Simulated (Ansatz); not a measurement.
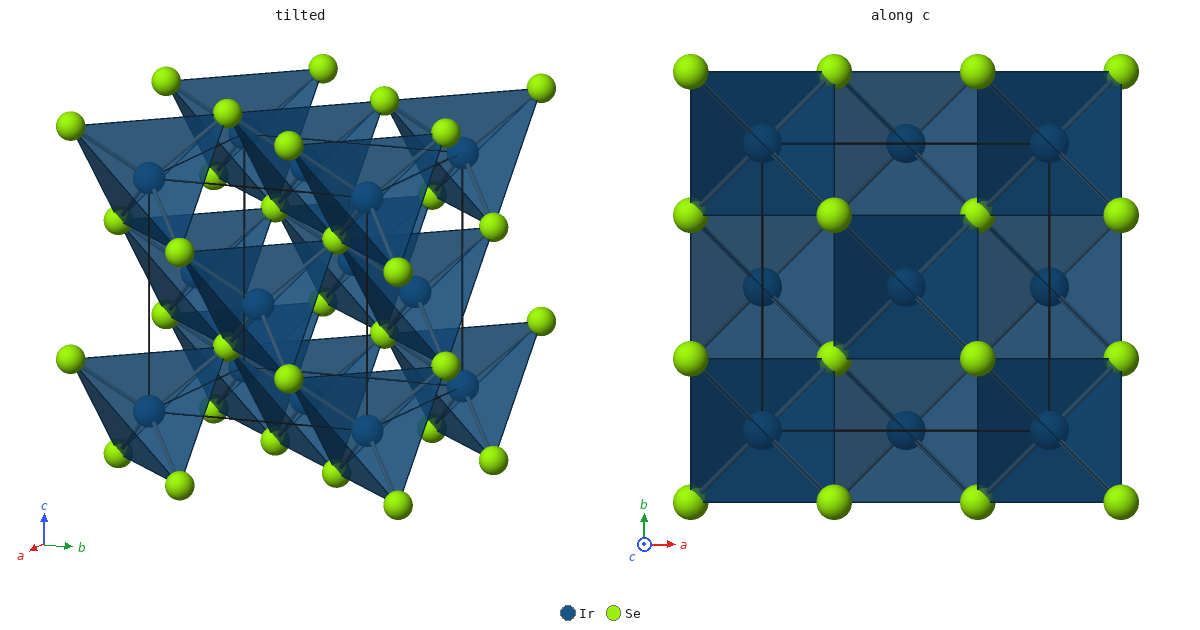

An orthographic polyhedral view of the structure, slightly off an axis and along the c axis. Atoms at the boundary of the conventional unit cell (the box) are drawn once for each face, edge or corner they touch. Some neighbours outside the box are added.

IrSe, zinc blende (sphalerite type), space group F-43m (No. 216), a = 5.564 Å, b = 5.564 Å, c = 5.564 Å, α = 90.00°, β = 90.00°, γ = 90.00°. Its origin is a structure type filled with these elements by a generator (whether the compound takes this form wasn't checked). Earlier steps of the study, as a rule a relaxation of our own, may have changed the cell and positions, so they can lie some per cent off the listed ones. It went into a calculation with Ansatz.

This one geometry was computed with Ansatz (DFT, plane waves, PAW) at five levels of theory: PBEsol, PBE with spin-orbit coupling, r2SCAN, PBE and LDA.

Which level gives the highest pressure at this volume, and what does that say about its equilibrium volume?

Answer. Highest: PBE with spin-orbit coupling (0.6 GPa), which points to the largest equilibrium volume. Lowest, with the smallest volume: LDA (-7.5 GPa). Levels within 0.5 GPa of each other can't be told apart.

How does the band gap change with the level of theory?

Answer. All levels give a metal.

Collect the results in a table.

Answer.
| level | cutoff (eV) | k-mesh of the run's cell | gap (eV) | pressure (GPa) |
| --- | --- | --- | --- | --- |
| PBEsol | 420 | 10×10×10 | metal | -5.0 |
| PBE with spin-orbit coupling | 420 | 10×10×10 | metal | 0.6 |
| r2SCAN | 500 | 10×10×10 | metal | -3.4 |
| PBE | 420 | 10×10×10 | metal | 0.0 |
| LDA | 420 | 10×10×10 | metal | -7.5 |

Gaps are taken on the k-mesh or band path of each run.
